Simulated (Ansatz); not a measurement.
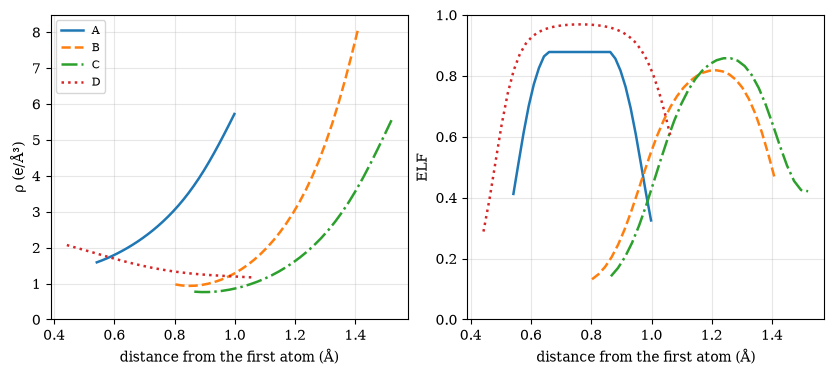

Figure. CH3BFGaO. Total electron density and electron localisation function along straight lines between neighbouring atoms. The curves leave out the atomic cores.

Geometry: PBE0-D4/def2-TZVP.

Method: RKS PBE0-D4/def2-TZVPP (Ansatz 0.2.0).

```xyz
8

F    -2.6764   -0.1333    1.4981
Ga   -1.1525   -0.0525    0.6723
C     0.7783    0.2011    0.4507
B     0.3583   -0.1402   -1.0634
O    -0.9736   -0.3616   -1.1640
H     1.4180   -0.5175    0.9663
H     1.1555    1.2058    0.6507
H     1.0924   -0.2018   -2.0107
```

Q: Which curve belongs to which contact (B–O, C–B, Ga–F and Ga–O)? The first atom named is at distance zero.

A: Curve A: B–O (1.35 Å): the density is about 2.2 e/Å³ at the midpoint; the ELF peaks at about 0.90 between the atoms, as expected for a polar covalent bond. Curve B: Ga–F (1.74 Å): ρ is about 0.94 e/Å³ halfway; the ELF peaks at about 0.80 in the valence shell of F, 0.5 Å from its nucleus, and is about 0.20 at the midpoint. Curve C: Ga–O (1.87 Å): ρ is about 0.78 e/Å³ halfway; the ELF peaks at about 0.85 in the valence shell of O, 0.6 Å from its nucleus, and is about 0.25 at the midpoint. Curve D: C–B (1.61 Å): ρ at the midpoint is about 1.3 e/Å³; the ELF peaks at about 0.95 between the atoms, as expected for localised, covalent bonding.
